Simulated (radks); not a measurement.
# Atomic calculation for Cl

Atomic chlorine (Cl) in the configuration [He] 2s2 2p5.75 3s2 3p5 4p0.25 (2p: 3 up, 2.75 down, 3p: 3 up, 2 down, 4p: 0.25 up, 0 down). Computed at this level: non-relativistic Kohn-Sham, BLYP, spin-polarised, spherical densities, point nucleus (the in-house radial solver radks).

**Input file**
```
Z 17
configuration [He] 2s2 2p5.75 3s2 3p5 4p0.25 4s0 3d0
relativity non-relativistic
functional b88,lyp
spin polarised
nucleus point
```

Energies in input and log are in hartree, lengths in bohr.

Launched within a batch (the task file carries these settings):
```bash
python <driver script> task.json out
```

**The program's output**
```
1s      1   1.0000        -101.20822559
2s      1   1.0000          -9.52491981
2p      1   3.0000          -7.37234719
3s      1   1.0000          -0.86334039
3p      1   3.0000          -0.41219003
4p      1   0.2500          -0.01788056
4s      1   0.0000          -0.04618608
3d      1   0.0000          -0.00363496
1s      2   1.0000        -101.18274423
2s      2   1.0000          -9.48514146
2p      2   2.7500          -7.32558790
3s      2   1.0000          -0.82436232
3p      2   2.0000          -0.37766456
4p      2   0.0000          -0.00897461
4s      2   0.0000          -0.04147623
3d      2   0.0000           0.00018681
Etot -458.37195296249183
Ekin 457.8534044518602
Encl -1087.4214196664832
Eh 199.04786821942483
Exc -27.851805967293565
err 1.5593608476027129e-09
it 23
```

**Orbitals**

```csv
orbital,occupation,energy (eV),⟨r⟩ (bohr),outer maximum (bohr)
1s up,1,−2754.0,0.09141,0.0599
1s down,1,−2753.3,0.09139,0.0599
2s up,1,−259.186,0.4442,0.362
2s down,1,−258.104,0.4446,0.363
2p up,3,−200.612,0.4042,0.300
2p down,2.75,−199.339,0.4047,0.301
3s up,1,−23.493,1.503,1.26
3s down,1,−22.432,1.513,1.26
3p up,3,−11.216,1.758,1.38
3p down,2,−10.277,1.790,1.39
4s up,0,−1.257,6.786,4.91
4p up,0.25,−0.487,11.59,9.73
```

**Slater integrals of the outer shells (hartree)**

```
 integral   value
F0(4p,4p)  0.0781
F2(4p,4p)  0.0399
F0(4p,3p)  0.1041
F2(4p,3p)  0.0082
G0(4p,3p)  0.0017
G2(4p,3p)  0.0018
F0(4p,3s)  0.1045
G1(4p,3s)  0.0022
F0(4p,2p)  0.1062
F2(4p,2p)  0.0016
G0(4p,2p)  0.0005
G2(4p,2p)  0.0005
F0(4p,4s)  0.0941
G1(4p,4s)  0.0457
F0(3p,3p)  0.5170
F2(3p,3p)  0.2559
F0(3p,3s)  0.5547
G1(3p,3s)  0.3628
F0(3p,2p)  0.7139
F2(3p,2p)  0.1176
```

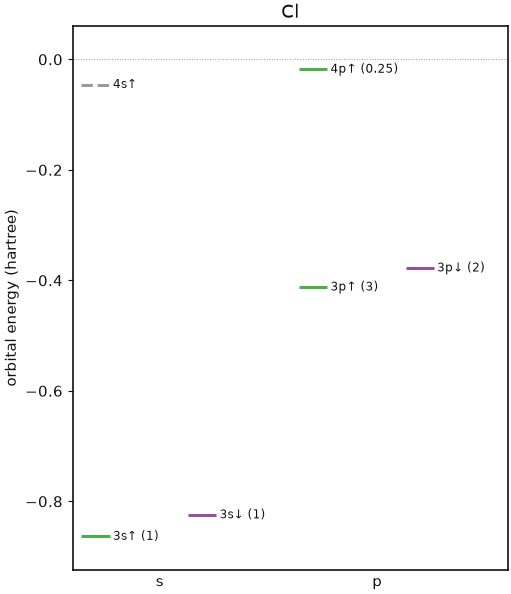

**Figure 1.** The outer levels are drawn (occupations in brackets, up spins at the left of each column and down spins at the right, empty levels dashed). The highest occupied level is 4p up at −0.0179 hartree. From the top down the occupied levels run 4p up (−0.0179 hartree), 3p down (−0.378 hartree), 3p up (−0.412 hartree), 3s down (−0.824 hartree), 3s up (−0.863 hartree). The lowest empty level drawn is 4s up at −0.0462 hartree, below the highest occupied one, so this filling isn't the aufbau one. The largest exchange splitting (down less up) among the shells drawn in both spins is that of 3s, 0.0390 hartree. The order isn't aufbau: the empty 4s up level lies under the highest occupied one.

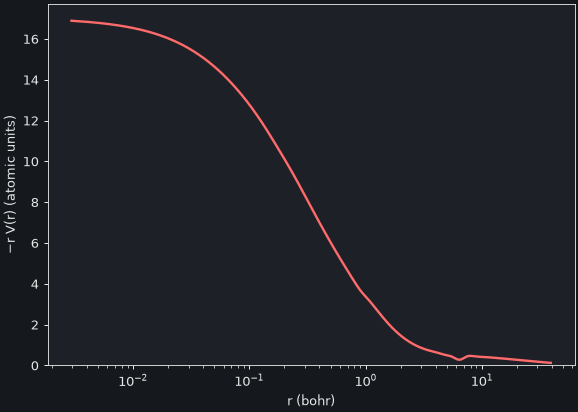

**Figure 2.** The screened charge −r V(r) of the Kohn-Sham potential of spin up. Close to the nucleus it reaches 16.9, near the nuclear charge 17. It falls through 8.5, midway between the nuclear and the ionic charge, at r = 0.29 bohr, and stands at 0.13 at the end of the plot (r = 39 bohr); the net charge is 0. The exact potential would level off one unit above the net charge.

**Summary**

```
                       quantity                      value
                        outcome                  converged
                   total energy        −458.371953 hartree
                 kinetic energy         457.853404 hartree
        electron–nucleus energy         −1087.4214 hartree
                 Hartree energy         199.047868 hartree
    exchange–correlation energy         −27.851806 hartree
radius at density 0.001 e/bohr³                  3.81 bohr
                 SCF iterations                         23
                       hardware  1 CPU thread, shared host
```
